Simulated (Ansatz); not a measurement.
# CCSD(T)/STO-3G run of SiNH2Cl (SMILES N[Si]Cl)

Aim: the energy change on altering one bond length of SiNH2Cl at CCSD(T)/STO-3G, from 2 runs. 

The calculation is run with Ansatz 0.2.0.

66 further runs of the same task are left out: 66 set aside as unsound or not needed.

## Step 1: The system as given

SiNH2Cl: 5 atoms, total charge 0, spin state singlet. SMILES: `N[Si]Cl`. The coordinates come from a PBE0-D4/def2-TZVP relaxation. This is one conformer, not always the lowest.

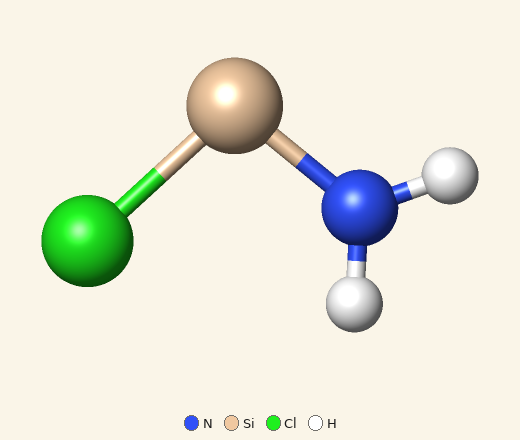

Viewed from a chosen angle; nitrogen blue, silicon light orange, chlorine green, hydrogen white.

## Step 2: A single-point energy at CCSD(T)/STO-3G

job.yaml

```yaml
crystal:
  periodic: [false, false, false]
  atoms:
    - symbol: "N"
      position_ang: [-0.148200, 0.583400, -0.233900]
    - symbol: Si
      position_ang: [-0.116200, -0.341800, 1.192600]
    - symbol: Cl
      position_ang: [0.649000, -2.124500, 0.377300]
    - symbol: H
      position_ang: [-0.473300, 1.538600, -0.227400]
    - symbol: H
      position_ang: [0.138600, 0.270600, -1.150000]
basis:
  gaussian:
    orbitals: STO-3G
total_charge: 0
correlation:
  method: ccsd_t
  frozen_orbitals: {Cl: 5, H: 0, "N": 1, Si: 5}
accuracy: high
scf:
  omitted_lower_state_checks: [cluster_reference, increment]
```

Command:

```
$ ansatz run job.yaml --threads 1 --pin off --max-ram 2610MiB --events-out events.jsonl --progress --plain --runs-dir runs
```

The log of the run:

```text
Warning: RAYON_NUM_THREADS=1 ignored (pool sized by the plan → 1); use --threads N
Functional definition: HF
  name "HF"
  exchange = exact_x
  correlation = 0
these checks for a lower state are left out or cut short: cluster_reference, increment
457 factors; integrals over basis functions are off by at most 1.2e-8 eV
mean field evaluation 1: about -21635.7875 eV, gradient 1.5e1 eV
mean field evaluation 2: about -21635.8553 eV, gradient 1.5e1 eV
mean field evaluation 4: about -21636.8849 eV, gradient 1.2e0 eV
mean field evaluation 8: about -21636.8924 eV, gradient 2.4e-2 eV
mean field -21636.89237449 eV, -795.1411287501 hartree, gradient 2.4e-8 eV, S^2 0.000000; 0 other end points of the search recorded, 0 dependent functions left out
11 core orbitals not correlated: weight in the atoms' cores, before any rotation towards them, 1.000 or more for the frozen orbitals, at most 0.000 for the correlated occupied ones
reference -21636.89237449 eV, -795.1411287501 hartree; 9, 9 occupied and 5, 5 virtual orbitals, 457 factors
second order -2.26873466 eV of doubles, -0.00000000 eV of singles
cycle   1  -2.58814895 eV  change   -3.2e-1 eV  update   8.7e-2
cycle   2  -2.80722851 eV  change   -2.2e-1 eV  update   3.0e-2
cycle   3  -2.87238976 eV  change   -6.5e-2 eV  update   1.7e-2
cycle   4  -2.86966846 eV  change    2.7e-3 eV  update   4.9e-3
cycle   5  -2.86959878 eV  change    7.0e-5 eV  update   1.3e-3
cycle   6  -2.86951105 eV  change    8.8e-5 eV  update   3.4e-4
cycle   7  -2.86938324 eV  change    1.3e-4 eV  update   9.4e-5
cycle   8  -2.86941548 eV  change   -3.2e-5 eV  update   2.2e-5
cycle   9  -2.86942870 eV  change   -1.3e-5 eV  update   6.7e-6
cycle  10  -2.86942569 eV  change    3.0e-6 eV  update   1.9e-6
cycle  11  -2.86942558 eV  change    1.2e-7 eV  update   5.2e-7
cycle  12  -2.86942550 eV  change    7.0e-8 eV  update   1.6e-7
cycle  13  -2.86942561 eV  change   -1.1e-7 eV  update   5.5e-8
cycle  14  -2.86942564 eV  change   -2.8e-8 eV  update   2.0e-8
cycle  15  -2.86942561 eV  change    3.4e-8 eV  update   1.2e-7
cycle  16  -2.86942557 eV  change    3.8e-8 eV  update   5.5e-8
cycle  17  -2.86942558 eV  change   -6.7e-9 eV  update   1.4e-8
cycle  18  -2.86942558 eV  change   -4.7e-9 eV  update   4.8e-9
cycle  19  -2.86942558 eV  change   -3.0e-9 eV  update   1.6e-9
cycle  20  -2.86942558 eV  change  -4.4e-10 eV  update  4.2e-10
perturbative correction -0.09625545 eV, -0.0035373225 hartree
Total energy: -21639.85805552 eV, -795.2501155178 hartree
Checks for a lower state left out: cluster_reference, increment
```

Run time: 0.3 s. Hardware: 1 thread of Arm Neoverse V1, shared host.

## Step 3: The distorted shape, same level

molecule.yaml

```yaml
crystal:
  periodic: [false, false, false]
  atoms:
    - {symbol: N, position_ang: [-0.066921, 0.344587, -0.235525]}
    - {symbol: Si, position_ang: [-0.034921, -0.580613, 1.190975]}
    - {symbol: Cl, position_ang: [0.730279, -2.363313, 0.375675]}
    - {symbol: H, position_ang: [-0.473300, 1.538600, -0.227400]}
    - {symbol: H, position_ang: [0.219879, 0.031787, -1.151625]}
basis:
  gaussian:
    orbitals: STO-3G
correlation:
  method: ccsd_t
  frozen_orbitals: {Cl: 5, H: 0, "N": 1, Si: 5}
accuracy: high
scf:
  omitted_lower_state_checks: [cluster_reference, increment]
```

Command:

```
$ ansatz run molecule.yaml --threads 1 --pin off --max-ram 2610MiB --events-out events.jsonl --progress --plain --runs-dir runs
```

The log of the run:

```text
Warning: RAYON_NUM_THREADS=1 ignored (pool sized by the plan → 1); use --threads N
[... 4 set-up lines as earlier in the session ...]
these checks for a lower state are left out or cut short: cluster_reference, increment
456 factors; integrals over basis functions are off by at most 1.9e-8 eV
mean field evaluation 1: about -21634.5421 eV, gradient 1.5e1 eV
mean field evaluation 2: about -21634.6047 eV, gradient 1.5e1 eV
mean field evaluation 4: about -21635.7009 eV, gradient 1.4e0 eV
mean field evaluation 8: about -21635.7120 eV, gradient 3.0e-2 eV
mean field -21635.71200716 eV, -795.0977510509 hartree, gradient 2.9e-8 eV, S^2 0.000000; 0 other end points of the search recorded, 0 dependent functions left out
11 core orbitals not correlated: weight in the atoms' cores, before any rotation towards them, 1.000 or more for the frozen orbitals, at most 0.000 for the correlated occupied ones
reference -21635.71200716 eV, -795.0977510509 hartree; 9, 9 occupied and 5, 5 virtual orbitals, 456 factors
second order -2.57587222 eV of doubles, -0.00000000 eV of singles
cycle   1  -2.93890890 eV  change   -3.6e-1 eV  update   9.5e-2
cycle   2  -3.20187424 eV  change   -2.6e-1 eV  update   3.3e-2
cycle   3  -3.28945220 eV  change   -8.8e-2 eV  update   1.9e-2
cycle   4  -3.28960432 eV  change   -1.5e-4 eV  update   5.6e-3
cycle   5  -3.28929433 eV  change    3.1e-4 eV  update   1.6e-3
cycle   6  -3.28893480 eV  change    3.6e-4 eV  update   4.4e-4
cycle   7  -3.28871570 eV  change    2.2e-4 eV  update   1.2e-4
cycle   8  -3.28872312 eV  change   -7.4e-6 eV  update   4.0e-5
cycle   9  -3.28874608 eV  change   -2.3e-5 eV  update   1.4e-5
cycle  10  -3.28874268 eV  change    3.4e-6 eV  update   4.3e-6
cycle  11  -3.28874189 eV  change    7.9e-7 eV  update   1.7e-6
cycle  12  -3.28874163 eV  change    2.5e-7 eV  update   6.8e-7
cycle  13  -3.28874236 eV  change   -7.2e-7 eV  update   2.5e-7
cycle  14  -3.28874250 eV  change   -1.5e-7 eV  update   5.8e-8
cycle  15  -3.28874250 eV  change    1.8e-9 eV  update   2.5e-8
cycle  16  -3.28874192 eV  change    5.8e-7 eV  update   1.5e-7
cycle  17  -3.28874178 eV  change    1.4e-7 eV  update   6.5e-8
cycle  18  -3.28874173 eV  change    5.1e-8 eV  update   1.9e-8
cycle  19  -3.28874172 eV  change    1.1e-8 eV  update   5.7e-9
cycle  20  -3.28874172 eV  change   1.3e-10 eV  update   1.9e-9
perturbative correction -0.10923234 eV, -0.0040142144 hartree
Total energy: -21639.10998122 eV, -795.2226242941 hartree
Checks for a lower state left out: cluster_reference, increment
```

Run time: 0.32 s. Hardware: 1 thread of Arm Neoverse V1, shared host.

## Step 4: Results

At CCSD(T)/STO-3G, 11 core orbitals frozen:

| quantity | value |
| --- | --- |
| first shape: total energy | -795.25012 Eh |
| first shape: correlation energy (11 core orbitals frozen) | -109.0 mEh |
| first shape: (T) correction | -3.54 mEh |
| first shape: T1 diagnostic | 0.020 |
| distorted shape: total energy | -795.22262 Eh |
| distorted shape: correlation energy (11 core orbitals frozen) | -124.9 mEh |
| distorted shape: (T) correction | -4.01 mEh |
| distorted shape: T1 diagnostic | 0.022 |
| energy change with the N1–H4 bond stretched from 1.009 to 1.261 Å | 0.748 eV |

With the N1–H4 bond stretched from 1.009 to 1.261 Å the energy rises by 0.75 eV (72.2 kJ/mol). The first shape isn't relaxed at this level, so the change isn't measured from a minimum. The minimal basis adds a large error of its own. The T1 diagnostic (first shape) of 0.020 is above the customary mark for such species, so a single reference may not serve. The triples (first shape) make up 3.2 % of the correlation energy. The T1 diagnostic (distorted shape) of 0.022 is above the customary mark for such species, so a single reference may not serve. The triples (distorted shape) make up 3.2 % of the correlation energy.
